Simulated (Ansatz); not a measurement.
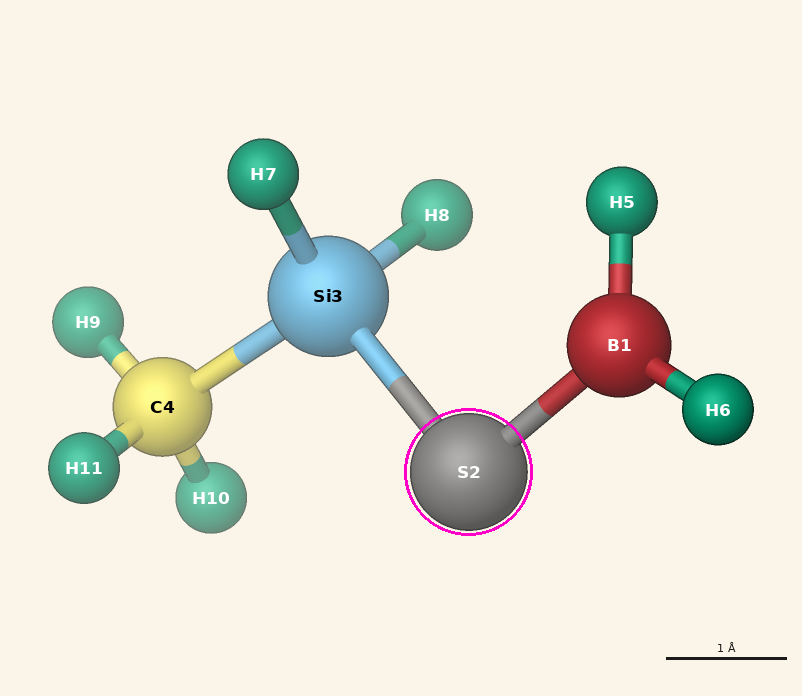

Orthographic view. Atoms fade into the background with distance from the viewer. The geometry was computed by an optimisation with PBE-D4/def2-SVP. No frequency run is at hand to confirm it as a minimum.

Which atoms are bonded to the circled atom?

Answer. The circled atom is S2; it is bonded to B1, Si3.

Which two atoms are farthest apart in space?

Answer. H6 and H9, 6.66 Å.

What is the shortest path along bonds from the circled atom to H11?

Answer. S2–Si3–C4–H11, 3 bonds; through space the two are 3.46 Å apart.

Which atom is nearest the viewer?

Answer. H6, 2.3 Å in front of the mean position.
